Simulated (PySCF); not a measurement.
Input file:

```
{"job": {"kind": "nmr", "xc": "PBE0", "basis": "pcSseg-1"}, "charge": 0, "multiplicity": 1}
C     -2.104353    -0.284678     0.942129
C     -1.112414     0.054446     0.133764
C     -1.288705     0.709390    -1.196467
P      0.573800    -0.326579     0.726542
C      1.552733     1.208561     0.486701
C      1.268708    -1.517411    -0.487426
O      0.623926    -0.828700     2.104075
H     -1.889057    -0.745339     1.892184
H     -3.141372    -0.115284     0.697217
H     -0.795375     0.134311    -1.978734
H     -2.345886     0.795879    -1.439392
H     -0.853791     1.708247    -1.188011
H      1.132912     1.980038     1.129443
H      2.566944     0.994977     0.819963
H      1.565829     1.545875    -0.544552
H      1.255797    -1.142287    -1.505290
H      0.689122    -2.436239    -0.420344
H      2.292422    -1.728890    -0.183458
```

Run with:

```sh
OMP_NUM_THREADS=1 python probes_run.py task.json out
```

Geometry: GFN2-xTB.

All numbers below come from PBE0/pcSseg-1, SCF density, gas phase, non-relativistic in PySCF 2.14.0.

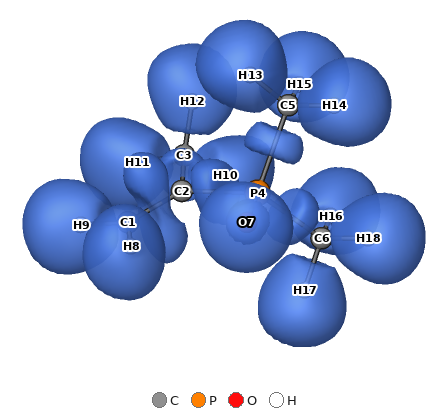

C5H11OP (SMILES C=C(C)P(C)(C)=O). Isosurface of the electron localisation function at 0.75 (blue), seen at a tilt. Core shells and regions of very low density are left out.

### Describe the localisation domains.

At this value the surface marks out two regions between bonded C–C atoms (shared pairs), three regions between bonded C–P atoms (shared pairs), eleven regions around hydrogen nuclei and one region wrapped around O (its lone pairs, merged into a ring or cap). Along the contacts the grid gives the following. C–C (1.32 Å): the ELF peaks at about 0.90 between the atoms; a short, multiple covalent bond. P–O (1.47 Å): the ELF peaks at about 0.85 between the atoms: a short, strongly polar bond.
